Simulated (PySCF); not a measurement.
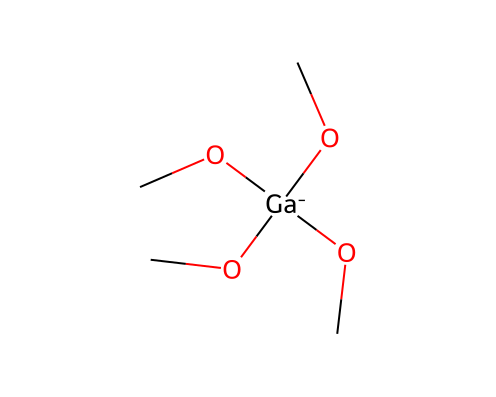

Structural formula above. The species has charge −1 and is a spin singlet. The geometry was computed by an optimisation with PBE0-D3(BJ)/def2-SVP. No frequency run is at hand to confirm it as a minimum.

What does the molecule look like in three dimensions?

The species is C4H12GaO4(-). As SMILES it reads `C[O][Ga-]([O]C)([O]C)[O]C`. Coordination: 4 C tetrahedral; 4 O bent; 1 Ga tetrahedral.

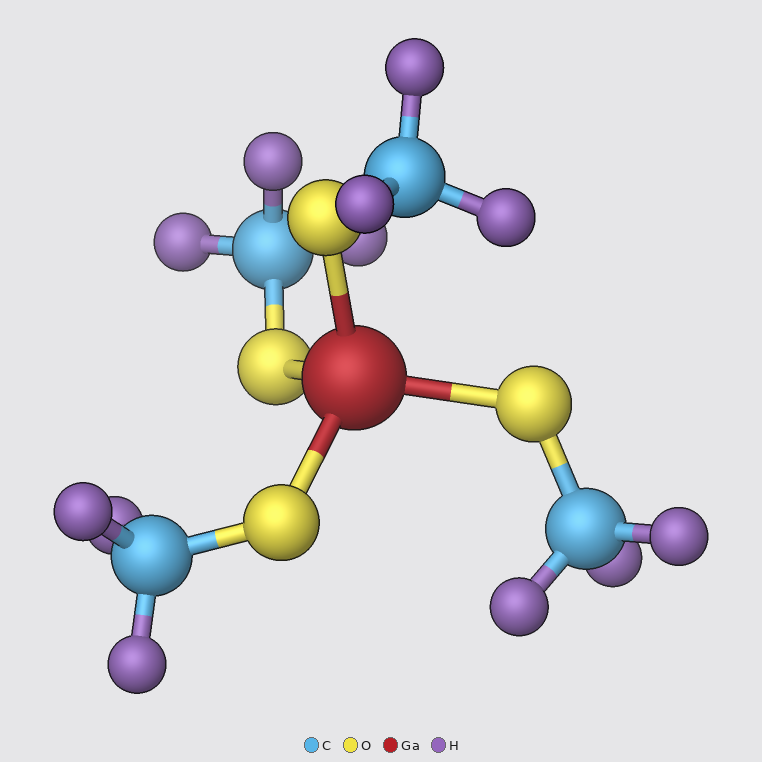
